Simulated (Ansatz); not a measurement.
Reaction (SMILES): [H][H] (H2) → 2 H atom
B3LYP-D3(BJ)/def2-TZVP geometries, fixed; electronic energies without zero-point terms.

Basis-set convergence of the bond dissociation energy at HF with Ansatz (a first-principles code). All functions are spherical. Open shells are unrestricted. No added dispersion term, no relativity. Functions are those of the species that has most. Reference: the value in aug-cc-pV5Z, 83.82 kcal/mol. Deviations are taken from unrounded values.

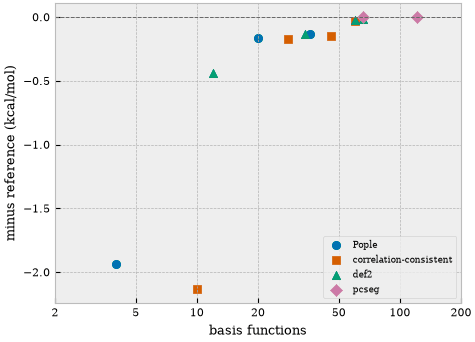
Fig. 1. Deviation from the reference against the number of basis functions, by family of sets.

```json
[
 {"basis": "3-21G", "functions": "4", "bond dissociation energy (kcal/mol)": "81.89", "minus reference (kcal/mol)": "-1.93"},
 {"basis": "cc-pVDZ", "functions": "10", "bond dissociation energy (kcal/mol)": "81.69", "minus reference (kcal/mol)": "-2.14"},
 {"basis": "def2-TZVP", "functions": "12", "bond dissociation energy (kcal/mol)": "83.39", "minus reference (kcal/mol)": "-0.44"},
 {"basis": "6-311++G(2d,2p)", "functions": "20", "bond dissociation energy (kcal/mol)": "83.66", "minus reference (kcal/mol)": "-0.16"},
 {"basis": "jun-cc-pV(T+d)Z", "functions": "28", "bond dissociation energy (kcal/mol)": "83.65", "minus reference (kcal/mol)": "-0.17"},
 {"basis": "def2-TZVPPD", "functions": "34", "bond dissociation energy (kcal/mol)": "83.69", "minus reference (kcal/mol)": "-0.13"},
 {"basis": "6-311++G(3df,3pd)", "functions": "36", "bond dissociation energy (kcal/mol)": "83.69", "minus reference (kcal/mol)": "-0.13"},
 {"basis": "aug-cc-pVTZ", "functions": "46", "bond dissociation energy (kcal/mol)": "83.68", "minus reference (kcal/mol)": "-0.15"},
 {"basis": "cc-pVQZ", "functions": "60", "bond dissociation energy (kcal/mol)": "83.79", "minus reference (kcal/mol)": "-0.03"},
 {"basis": "def2-QZVPP", "functions": "60", "bond dissociation energy (kcal/mol)": "83.80", "minus reference (kcal/mol)": "-0.02"},
 {"basis": "def2-QZVPPD", "functions": "66", "bond dissociation energy (kcal/mol)": "83.81", "minus reference (kcal/mol)": "-0.02"},
 {"basis": "pcseg-3", "functions": "66", "bond dissociation energy (kcal/mol)": "83.82", "minus reference (kcal/mol)": "0.00"},
 {"basis": "pcseg-4", "functions": "122", "bond dissociation energy (kcal/mol)": "83.82", "minus reference (kcal/mol)": "0.00"}
]
```
